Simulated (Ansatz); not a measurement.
# CH₄AlF₃O: trial inputs and their diagnosis

Aim: try 3 inputs for CH₄AlF₃O as typed, read how each ends, and find what has to change.

Computed with Ansatz 0.2.0, Gaussian basis. Level: the settings change from run to run.

### 1 The relaxed structure

An earlier PBE0-D4 in a triple-zeta def2 set relaxation fixed the geometry.

SMILES `C[OH+][Al-]([F])([F])[F]`, 10 atoms, charge 0, spin multiplicity 1.

Atoms are counted from 1 here; the program's logs count them from 0.

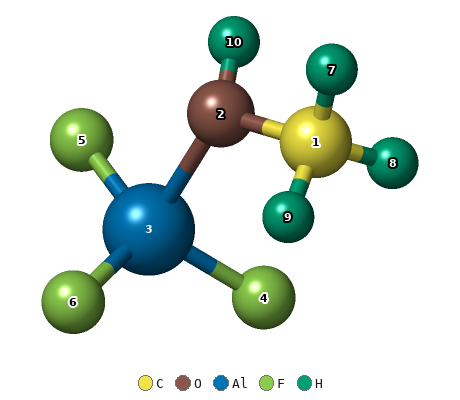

The geometry (carbon yellow, oxygen brown, aluminium blue, fluorine green, hydrogen teal); atoms are numbered from 1 in the order of the file.

### 2 Input 1

File in.yaml:

```yaml
crystal:
  periodic: [false, false, false]
  atoms:
    - {symbol: C, position_ang: [0.239871, -0.789384, 0.460002]}
    - {symbol: O, position_ang: [0.495261, 0.020658, -0.001208]}
    - {symbol: Al, position_ang: [-0.437740, 0.857459, -0.402083]}
    - {symbol: F, position_ang: [-1.211435, 0.088267, -0.887574]}
    - {symbol: F, position_ang: [0.202057, 1.394764, -1.064851]}
    - {symbol: F, position_ang: [-0.762064, 1.414402, 0.419056]}
    - {symbol: H, position_ang: [0.865887, -1.080581, 0.736843]}
    - {symbol: H, position_ang: [-0.092900, -1.301300, 0.091225]}
    - {symbol: H, position_ang: [-0.204396, -0.467354, 1.076165]}
    - {symbol: H, position_ang: [0.979502, -0.096827, -0.450099]}
basis:
  gaussian: {orbitals: pcseg-2, final_grid: {core_spheres: 8, valence_spheres: 7, degree: 23}}
total_charge: 1
magnetization: {spin_polarized: true, initial_magnetization: 1}
hamiltonian: {xc: {name: revPBE0}, dispersion: d3bjatm}
accuracy: high
output: {forces: true}
```

On the command line:

```
ansatz run in.yaml --threads 4 --pin off --events-out ev --progress --plain --max-ram 10444MiB
```

The log of the run, cut to the lines that bear on the results:

```text
Functional definition: revPBE0
  name "revPBE0"
  cite "Zhang & Yang, Phys. Rev. Lett. 80, 890 (1998) doi:10.1103/PhysRevLett.80.890"
  cite "Adamo & Barone, J. Chem. Phys. 110, 6158 (1999) doi:10.1063/1.478522"
  cite "Perdew, Burke & Ernzerhof, Phys. Rev. Lett. 77, 3865 (1996) doi:10.1103/PhysRevLett.77.3865"
[...]
4253 factors; integrals over basis functions are off by at most 3.9e-9 eV
[...]
mean field -17804.16189657 eV, -654.2908816045 hartree, gradient 2.0e-8 eV, S^2 0.752096; 4 other end points of the search recorded, 0 dependent functions left out
[...]
reference -17804.16190147 eV, -654.2908817848 hartree; 29, 28 occupied and 211, 212 virtual orbitals, 4253 factors
Total energy: -17804.63702096 eV, -654.3083421039 hartree
Atom 0 at     0.239871    -0.789384     0.460002 Å, force   -14.650893   -14.448347    30.858353 eV/Å
Atom 1 at     0.495261     0.020658    -0.001208 Å, force    11.419868    36.079497     5.684384 eV/Å
Atom 2 at    -0.437740     0.857459    -0.402083 Å, force   -17.494930   -57.328783   -18.962425 eV/Å
Atom 3 at    -1.211435     0.088267    -0.887574 Å, force   -36.755675   -36.333142   -23.464871 eV/Å
Atom 4 at     0.202057     1.394764    -1.064851 Å, force    66.030837    57.595192   -72.376735 eV/Å
Atom 5 at    -0.762064     1.414402     0.419056 Å, force   -39.704130    66.059877   100.007855 eV/Å
Atom 6 at     0.865887    -1.080581     0.736843 Å, force    28.769553   -16.983034    13.945368 eV/Å
Atom 7 at    -0.092900    -1.301300     0.091225 Å, force   -19.988839   -32.261692   -21.111537 eV/Å
Atom 8 at    -0.204396    -0.467354     1.076165 Å, force   -12.674058     3.227671    16.849760 eV/Å
Atom 9 at     0.979502    -0.096827    -0.450099 Å, force    35.048267    -5.607239   -31.430152 eV/Å
Dipole moment:     0.814635    -0.900302     0.393896 e Å
```

Wall time 30 s (4 threads of Arm Neoverse V2, shared host); peak memory 2.1 GiB.

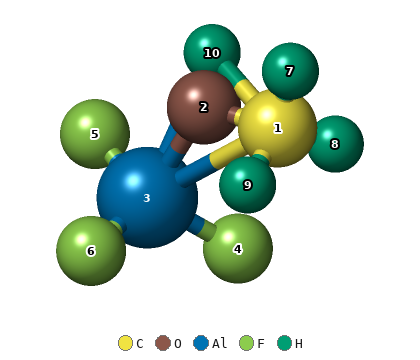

The geometry of this input.

What is wrong: The run converged, but a converged run isn't a right one. The geometry is squeezed well below its size. The shortest distance is 0.67 Å (O2–H10), against 0.96 Å in the relaxed molecule. It also asks for charge 1 and multiplicity 2, another species or state than the molecule above. Its energy is no property of the relaxed molecule. To mend it, use the relaxed coordinates, and set charge and spin to those of the species named.

### 3 Input 2

File in.yaml:

```yaml
crystal:
  periodic: [false, false, false]
  atoms:
    - {symbol: C, position_ang: [0.753880, -2.480920, 1.686673]}
    - {symbol: O, position_ang: [1.556536, 0.075747, -0.004431]}
    - {symbol: Al, position_ang: [-1.375754, 2.694873, -1.474305]}
    - {symbol: F, position_ang: [-3.807366, 0.323647, -2.789518]}
    - {symbol: F, position_ang: [0.740875, 4.383543, -3.904453]}
    - {symbol: F, position_ang: [-2.395058, 4.445264, 1.536538]}
    - {symbol: H, position_ang: [2.721358, -3.396113, 2.701759]}
    - {symbol: H, position_ang: [-0.340633, -4.089800, 0.286706]}
    - {symbol: H, position_ang: [-0.749453, -1.713631, 3.382233]}
    - {symbol: H, position_ang: [3.078436, -0.355031, -1.414597]}
basis:
  gaussian: {orbitals: pcseg-2}
hamiltonian: {xc: {name: B3LYP}, dispersion: d4}
scf: {lower_state_search: light}
```

Launched as before.

The log of the run, cut to the lines that bear on the results:

```text
Functional definition: B3LYP
  name "B3LYP"
  cite "Stephens, Devlin, Chabalowski & Frisch, J. Phys. Chem. 98, 11623 (1994) doi:10.1021/j100096a001"
  cite "Becke, Phys. Rev. A 38, 3098 (1988) doi:10.1103/PhysRevA.38.3098"
  cite "Lee, Yang & Parr, Phys. Rev. B 37, 785 (1988) doi:10.1103/PhysRevB.37.785"
  cite "Vosko, Wilk & Nusair, Can. J. Phys. 58, 1200 (1980) doi:10.1139/p80-159"
[...]
1261 factors; their error is unknown
[...]
mean field -17868.20028747 eV, -656.6442490635 hartree, gradient 4.6e-6 eV, S^2 0.000000; 10 other end points of the search recorded, 0 dependent functions left out
reference -17868.20084664 eV, -656.6442696126 hartree; 29, 29 occupied and 211, 211 virtual orbitals, 1261 factors
Total energy: -17868.33327525 eV, -656.6491362741 hartree
```

It took 38 s on 4 threads of Arm Neoverse V2, shared host; peak memory 0.63 GiB.

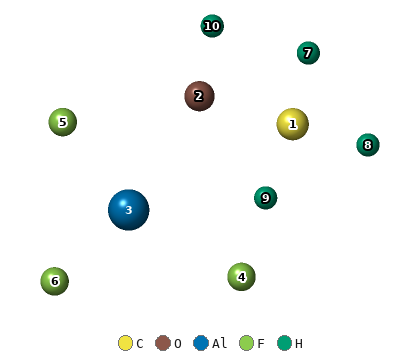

The geometry of this input.

What is wrong: It ended without an error, which proves nothing about the input. The geometry is stretched to more than twice its size. The shortest distance is 2.12 Å (O2–H10), against 0.96 Å in the relaxed molecule. Its energy is no property of the relaxed molecule. Fix: use the relaxed coordinates.

### 4 Input 3

File in.yaml:

```yaml
crystal:
  periodic: [false, false, false]
  atoms:
    - {symbol: C, position_ang: [0.342673, -1.127691, 0.766669]}
    - {symbol: O, position_ang: [0.707516, 0.034431, -0.002014]}
    - {symbol: Al, position_ang: [-0.625343, 1.224942, -0.670139]}
    - {symbol: F, position_ang: [0.386761, 1.992519, -1.474751]}
    - {symbol: F, position_ang: [0.336761, 1.992519, -1.774751]}
    - {symbol: F, position_ang: [-1.088663, 2.020574, 0.698426]}
    - {symbol: H, position_ang: [1.236981, -1.543688, 1.228072]}
    - {symbol: H, position_ang: [-0.154833, -1.859000, 0.130321]}
    - {symbol: H, position_ang: [-0.340660, -0.778923, 1.537379]}
    - {symbol: H, position_ang: [1.399289, -0.161378, -0.642999]}
basis:
  gaussian: {orbitals: def2-mTZVPP}
magnetization: {spin_polarized: true, initial_magnetization: 2}
hamiltonian: {xc: {name: PBE}}
correlation: {method: rpa, electrons: all}
```

Launched as before.

The log of the run, cut to the lines that bear on the results:

```text
Functional definition: PBE
  name "PBE"
  cite "Perdew, Burke & Ernzerhof, Phys. Rev. Lett. 77, 3865 (1996) doi:10.1103/PhysRevLett.77.3865"
  parent pbe
[...]
1415 factors; integrals over basis functions are off by at most 8.5e-4 eV
[...]
mean field -17002.43720995 eV, -624.8280427998 hartree, gradient 3.8e-6 eV, S^2 2.012250; 6 other end points of the search recorded, 0 dependent functions left out
reference -16948.18793323 eV, -622.8344186517 hartree; 30, 28 occupied and 127, 129 virtual orbitals, 1415 factors
Total energy: -16995.82466133 eV, -624.5850361201 hartree
```

Run time: 14 s. Hardware: 4 threads of Arm Neoverse V2, shared host; peak memory 0.56 GiB.

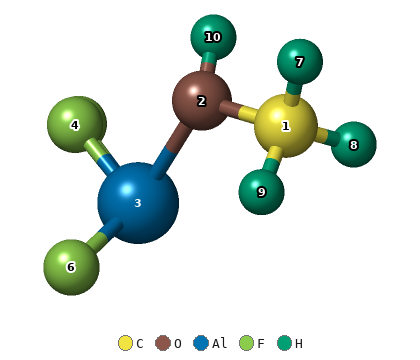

The geometry of this input.

What is wrong: It ended without an error, which proves nothing about the input. One atom was put on top of another. The shortest distance is 0.30 Å (F4–F5), against 0.96 Å in the relaxed molecule. It also asks for charge 0 and multiplicity 3, another species or state than the molecule above. Its energy is no property of the relaxed molecule. To mend it, restore the atom's position, and set charge and spin to those of the species named.

### 5 Summary

| input | level | ended | cause | time |
| --- | --- | --- | --- | --- |
| 1 | revPBE0/pcseg-2 | converged | the geometry is squeezed well below its size | 30 s |
| 2 | B3LYP/pcseg-2 | converged | the geometry is stretched to more than twice its size | 38 s |
| 3 | RPA/def2-mTZVPP | converged | one atom was put on top of another | 14 s |

3 converged. The dangerous case is the input that converges on a wrong geometry, charge, spin, basis or grid: often only a look at the input shows it.
